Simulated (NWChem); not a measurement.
# BaO (SMILES [O][Ba]) at 6 levels

We compute a comparison of 6 runs (HF/def2-SVP, HF/def2-TZVP, r2SCAN/def2-TZVP, PBE0/def2-SVP, r2SCAN/def2-SVPD, SVWN5/def2-TZVP) of BaO. 

The results are computed with NWChem 7.3.0.

3 further runs of the same task are left out: 1 that didn't finish, 2 set aside as unsound or not needed. Runs told in other sessions of the task aren't counted.

## 1. The structure to begin with

BaO has 2 atoms, charge 0, and is taken as a singlet. SMILES: `[O][Ba]`. The shape is that of a PBE0-D4/def2-TZVP optimisation.

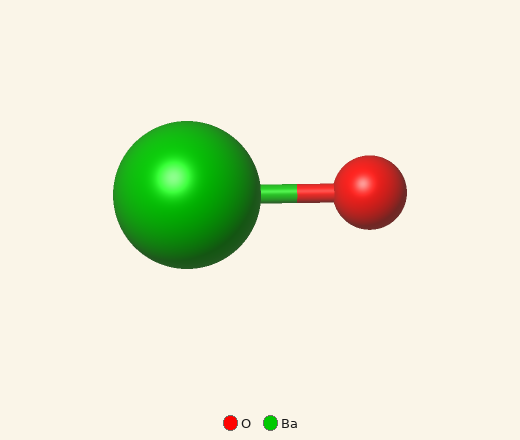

The structure, seen from a chosen angle (oxygen red, barium green).

## 2. Energy and forces at HF/def2-SVP (core potential) (run 1)

Contents of run.py:

```python
from ase import Atoms
from ase.calculators.nwchem import NWChem

molecule = Atoms('OBa', positions=[
    [0.000000, -0.000000, 0.087670],
    [-0.000000, 0.000000, 2.013040],
])

calc = NWChem(
    label='calc',
    theory='scf',
    memory='2200 mb',
    basis='def2-SVP',
    basispar='spherical bse',
    scf={'nopen': '0', 'rhf': None, 'thresh': '1e-08', 'maxiter': '80'},
    **{'ecp bse': {'Ba library': 'def2-SVP'}},
)
molecule.calc = calc

forces = molecule.get_forces()
print("Total energy (eV):", round(molecule.get_potential_energy(), 6))
print("forces (eV/A):")
for s, f in zip(molecule.symbols, forces):
    print(f"{s:2s} {f[0]:10.5f} {f[1]:10.5f} {f[2]:10.5f}")
print("dipole (e A):", molecule.get_dipole_moment().round(4))
```

Command:

```sh
$ export ASE_NWCHEM_COMMAND="nwchem PREFIX.nwi > PREFIX.nwo"
$ python run.py
```

The program printed:

```text
Total energy (eV): -2717.132951
forces (eV/A):
O     0.00000   -0.00000   -0.79786
Ba   -0.00000    0.00000    0.79786
dipole (e A): [0.     0.     1.7906]
```

The calculator wrote calc.nwi:

```
title "calc"

permanent_dir calc

scratch_dir calc

start calc

geometry units angstrom nocenter noautosym noautoz
  O  0.0000000000000000e+00 -0.0000000000000000e+00 8.7669999999999998e-02
  Ba -0.0000000000000000e+00 0.0000000000000000e+00 2.0130400000000002e+00
end

memory 2200 mb

basis spherical bse noprint
   * library def2-SVP
end

scf
  nopen 0
  rhf
  thresh 1e-08
  maxiter 80
end
ecp bse
  Ba library def2-SVP
end

task scf gradient
```

calc.nwo:

```text
Northwest Computational Chemistry Package (NWChem) 7.3.0
             --------------------------------------------------------

           Job information
           ---------------

    nwchem branch   = 7.3.0
    use scalapack   = T
    input           = calc.nwi
    prefix          = calc.
    data base       = calc/calc.db
    status          = startup
    nproc           =        1

           Memory information
           ------------------

[... 5 lines left out ...]
    hardfail = no
[... 104 lines left out ...]
         Quadratically convergent ROHF
[... 16 lines left out ...]
       Final RHF  results
[... 4 lines left out ...]
      Two-electron energy =     69.304478570131
[... 28 lines left out ...]
                       ROHF Final Molecular Orbital Analysis
[... 218 lines left out ...]
                 ----------------------------------------
                 |  Time  |  1-e(secs)   |  2-e(secs)   |
                 ----------------------------------------
                 |  CPU   |       0.00   |       0.75   |
                 ----------------------------------------
                 |  WALL  |       0.00   |       0.75   |
                 ----------------------------------------

 Task  times  cpu:        9.7s     wall:        9.7s
 Total times  cpu:        9.7s     wall:        9.7s
```

Run time: 11 s. Hardware: 1 thread of Intel Xeon 6975P-C (Granite Rapids), shared host; peak memory 0.11 GiB.

## 3. Energy and forces at HF/def2-TZVP (core potential) (run 2)

Contents of run.py:

```python
from ase import Atoms
from ase.calculators.nwchem import NWChem

atoms = Atoms(['O', 'Ba'], positions=[
    [0.000000, -0.000000, 0.087670],
    [-0.000000, 0.000000, 2.013040],
])

calc = NWChem(
    label='bao',
    theory='scf',
    memory='2200 mb',
    basis='def2-TZVP',
    basispar='spherical bse',
    scf={'nopen': '0', 'rhf': None, 'thresh': '1e-08', 'maxiter': '80'},
    **{'ecp bse': {'Ba library': 'def2-TZVP'}},
)
atoms.calc = calc

forces = atoms.get_forces()
print("Total energy (eV):", round(atoms.get_potential_energy(), 6))
print("forces (eV/A):")
for s, f in zip(atoms.symbols, forces):
    print(f"{s:2s} {f[0]:10.5f} {f[1]:10.5f} {f[2]:10.5f}")
print("dipole (e A):", atoms.get_dipole_moment().round(4))
```

Command:

```sh
$ export ASE_NWCHEM_COMMAND="nwchem PREFIX.nwi > PREFIX.nwo"
$ python run.py
```

The program printed:

```text
Total energy (eV): -2720.745908
forces (eV/A):
O     0.00000    0.00000    0.34895
Ba   -0.00000   -0.00000   -0.34895
dipole (e A): [0.     0.     1.8748]
```

The calculator wrote bao.nwi:

```
title "bao"

permanent_dir bao

scratch_dir bao

start bao

geometry units angstrom nocenter noautosym noautoz
  O  0.0000000000000000e+00 -0.0000000000000000e+00 8.7669999999999998e-02
  Ba -0.0000000000000000e+00 0.0000000000000000e+00 2.0130400000000002e+00
end

memory 2200 mb

basis spherical bse noprint
   * library def2-TZVP
end

scf
  nopen 0
  rhf
  thresh 1e-08
  maxiter 80
end
ecp bse
  Ba library def2-TZVP
end

task scf gradient
```

bao.nwo:

```text
Northwest Computational Chemistry Package (NWChem) 7.3.0
             --------------------------------------------------------

           Job information
           ---------------

    nwchem branch   = 7.3.0
    use scalapack   = T
    input           = bao.nwi
    prefix          = bao.
    data base       = bao/bao.db
    status          = startup
    nproc           =        1

           Memory information
           ------------------

[... 5 lines left out ...]
    hardfail = no
[... 104 lines left out ...]
         Quadratically convergent ROHF
[... 16 lines left out ...]
       Final RHF  results
[... 4 lines left out ...]
      Two-electron energy =     69.508726674584
[... 28 lines left out ...]
                       ROHF Final Molecular Orbital Analysis
[... 250 lines left out ...]
                 ----------------------------------------
                 |  Time  |  1-e(secs)   |  2-e(secs)   |
                 ----------------------------------------
                 |  CPU   |       0.01   |       2.59   |
                 ----------------------------------------
                 |  WALL  |       0.01   |       2.59   |
                 ----------------------------------------

 Task  times  cpu:       14.3s     wall:       14.3s
 Total times  cpu:       14.3s     wall:       14.3s
```

Run time: 15 s. Hardware: 1 thread of Intel Xeon 6975P-C (Granite Rapids), shared host; peak memory 0.12 GiB.

Run 3 isn't shown in full; the table further down has it.

## 4. Energy and forces at PBE0/def2-SVP (core potential) (run 4)

Contents of run.py:

```python
from ase import Atoms
from ase.calculators.nwchem import NWChem

atoms = Atoms(['O', 'Ba'], positions=[
    [0.000000, -0.000000, 0.087670],
    [-0.000000, 0.000000, 2.013040],
])

calc = NWChem(
    label='a',
    theory='dft',
    memory='2200 mb',
    basis='def2-SVP',
    basispar='spherical bse',
    dft={'xc': 'pbe0', 'mult': '1', 'grid': 'xfine', 'convergence': 'energy 1e-08', 'iterations': '100', 'mulliken': None},
    **{'ecp bse': {'Ba library': 'def2-SVP'}},
)
atoms.calc = calc

forces = atoms.get_forces()
e = atoms.get_potential_energy()
print(f"E = {e:.6f} eV")
print("forces (eV/A):")
for s, f in zip(atoms.symbols, forces):
    print(f"{s:2s} {f[0]:10.5f} {f[1]:10.5f} {f[2]:10.5f}")
print("dipole (e A):", atoms.get_dipole_moment().round(4))
```

Command:

```sh
$ export ASE_NWCHEM_COMMAND="nwchem PREFIX.nwi > PREFIX.nwo"
$ python run.py
```

The program printed:

```text
E = -2735.963685 eV
forces (eV/A):
O     0.00000   -0.00000   -0.82718
Ba   -0.00000    0.00000    0.82718
dipole (e A): [ 0.     -0.      1.5018]
```

The calculator wrote a.nwi:

```
title "a"

permanent_dir a

scratch_dir a

start a

geometry units angstrom nocenter noautosym noautoz
  O  0.0000000000000000e+00 -0.0000000000000000e+00 8.7669999999999998e-02
  Ba -0.0000000000000000e+00 0.0000000000000000e+00 2.0130400000000002e+00
end

memory 2200 mb

basis spherical bse noprint
   * library def2-SVP
end

dft
  xc pbe0
  mult 1
  grid xfine
  convergence energy 1e-08
  iterations 100
  mulliken
end
ecp bse
  Ba library def2-SVP
end

task dft gradient
```

a.nwo:

```text
Northwest Computational Chemistry Package (NWChem) 7.3.0
             --------------------------------------------------------

           Job information
           ---------------

    nwchem branch   = 7.3.0
    use scalapack   = T
    input           = a.nwi
    prefix          = a.
    data base       = a/a.db
    status          = startup
    nproc           =        1

           Memory information
           ------------------

[... 5 lines left out ...]
    hardfail = no
[... 75 lines left out ...]
  convergence criterion.
[... 40 lines left out ...]
          Spatial weights used:  Erf1
[... 32 lines left out ...]
 1-e energy   =    -186.972455
[... 48 lines left out ...]
           Coulomb energy =       80.841022516715
[... 374 lines left out ...]
          Convergence on density requested:  1.00D-05
[... 26 lines left out ...]
          total energy or number of iterations.
[... 33 lines left out ...]
                 ----------------------------------------
                 |  Time  |  1-e(secs)   |  2-e(secs)   |
                 ----------------------------------------
                 |  CPU   |       0.00   |       0.75   |
                 ----------------------------------------
                 |  WALL  |       0.00   |       0.75   |
                 ----------------------------------------

 Task  times  cpu:        8.2s     wall:        8.2s
 Total times  cpu:        8.2s     wall:        8.2s
```

Wall time 9.3 s (1 thread of Intel Xeon 6975P-C (Granite Rapids), shared host); peak memory 0.13 GiB.

Run 5 isn't shown in full; the table further down has it.

## 5. Energy and gradient at SVWN5/def2-TZVP (core potential) (run 6)

Contents of run.py:

```python
from ase import Atoms
from ase.calculators.nwchem import NWChem

molecule = Atoms(['O', 'Ba'], positions=[
    [0.000000, -0.000000, 0.087670],
    [-0.000000, 0.000000, 2.013040],
])

calc = NWChem(
    label='job',
    theory='dft',
    memory='2200 mb',
    basis='def2-TZVP',
    basispar='spherical bse',
    dft={'xc': 'slater vwn_5', 'mult': '1', 'grid': 'xfine', 'convergence': 'energy 1e-08', 'iterations': '100', 'mulliken': None},
    **{'ecp bse': {'Ba library': 'def2-TZVP'}},
)
molecule.calc = calc

forces = molecule.get_forces()
print(f"energy = {molecule.get_potential_energy():.6f} eV")
print("forces (eV/A):")
for s, f in zip(molecule.symbols, forces):
    print(f"{s:2s} {f[0]:10.5f} {f[1]:10.5f} {f[2]:10.5f}")
print("dipole (e A):", molecule.get_dipole_moment().round(4))
```

Command:

```sh
$ export ASE_NWCHEM_COMMAND="nwchem PREFIX.nwi > PREFIX.nwo"
$ python run.py
```

The program printed:

```text
energy = -2725.573270 eV
forces (eV/A):
O    -0.00000    0.00000   -0.23407
Ba    0.00000   -0.00000    0.23407
dipole (e A): [0.     0.     1.4692]
```

The calculator wrote job.nwi:

```
title "job"

permanent_dir job

scratch_dir job

start job

geometry units angstrom nocenter noautosym noautoz
  O  0.0000000000000000e+00 -0.0000000000000000e+00 8.7669999999999998e-02
  Ba -0.0000000000000000e+00 0.0000000000000000e+00 2.0130400000000002e+00
end

memory 2200 mb

basis spherical bse noprint
   * library def2-TZVP
end

dft
  xc slater vwn_5
  mult 1
  grid xfine
  convergence energy 1e-08
  iterations 100
  mulliken
end
ecp bse
  Ba library def2-TZVP
end

task dft gradient
```

job.nwo:

```text
Northwest Computational Chemistry Package (NWChem) 7.3.0
             --------------------------------------------------------

           Job information
           ---------------

    nwchem branch   = 7.3.0
    use scalapack   = T
    input           = job.nwi
    prefix          = job.
    data base       = job/job.db
    status          = startup
    nproc           =        1

           Memory information
           ------------------

[... 5 lines left out ...]
    hardfail = no
[... 75 lines left out ...]
  convergence criterion.
[... 37 lines left out ...]
          Spatial weights used:  Erf1
[... 32 lines left out ...]
 1-e energy   =    -187.109244
[... 53 lines left out ...]
           Coulomb energy =       80.810159491114
[... 562 lines left out ...]
          Convergence on density requested:  1.00D-05
[... 23 lines left out ...]
          total energy or number of iterations.
[... 33 lines left out ...]
                 ----------------------------------------
                 |  Time  |  1-e(secs)   |  2-e(secs)   |
                 ----------------------------------------
                 |  CPU   |       0.01   |       2.55   |
                 ----------------------------------------
                 |  WALL  |       0.01   |       2.55   |
                 ----------------------------------------

 Task  times  cpu:       10.0s     wall:       10.0s
 Total times  cpu:       10.0s     wall:       10.0s
```

Run time: 11 s. Hardware: 1 thread of Intel Xeon 6975P-C (Granite Rapids), shared host; peak memory 0.14 GiB.

## 6. All runs side by side

```csv
run,level,core potential,iteration cap,energy (Eh),dipole moment (D),HOMO energy (eV),LUMO energy (eV),wall time
1,HF/def2-SVP (core potential),def2-SVP,80,-99.852795,8.60,-7.49,0.09,11 s
2,HF/def2-TZVP (core potential),def2-TZVP,80,-99.985569,9.01,-7.55,-0.01,15 s
3,r2SCAN/def2-TZVP (core potential),def2-TZVP,100,-100.726969,–,–,–,17 s
4,PBE0/def2-SVP (core potential),def2-SVP,100,-100.544812,7.21,-4.82,-1.21,9.3 s
5,r2SCAN/def2-SVPD (core potential),def2-SVPD,100,-100.606802,7.12,-3.88,-1.14,13 s
6,SVWN5/def2-TZVP (core potential),def2-TZVP,100,-100.162971,7.06,-3.80,-1.81,11 s
```

## 7. Summary of results

```
                       quantity          value
            run 6: total energy  -100.16297 Eh
           run 6: dipole moment         7.06 D
             run 6: HOMO energy       -3.80 eV
             run 6: LUMO energy       -1.81 eV
           run 6: HOMO–LUMO gap        1.99 eV
run 6: largest force on an atom     0.234 eV/Å
```

In words: Over runs 1, 2, 4, 5, 6 the dipole moment (its size) runs from 7.06 D (SVWN5/def2-TZVP) to 9.01 D (HF/def2-TZVP). Over runs 1, 2, 4, 5, 6 the HOMO–LUMO gap runs from 1.99 eV (SVWN5/def2-TZVP) to 7.58 eV (HF/def2-SVP). The two ends differ in method and basis. Totals of different functionals can't be ranked against each other. All runs together took 76 s, the longest 17 s.
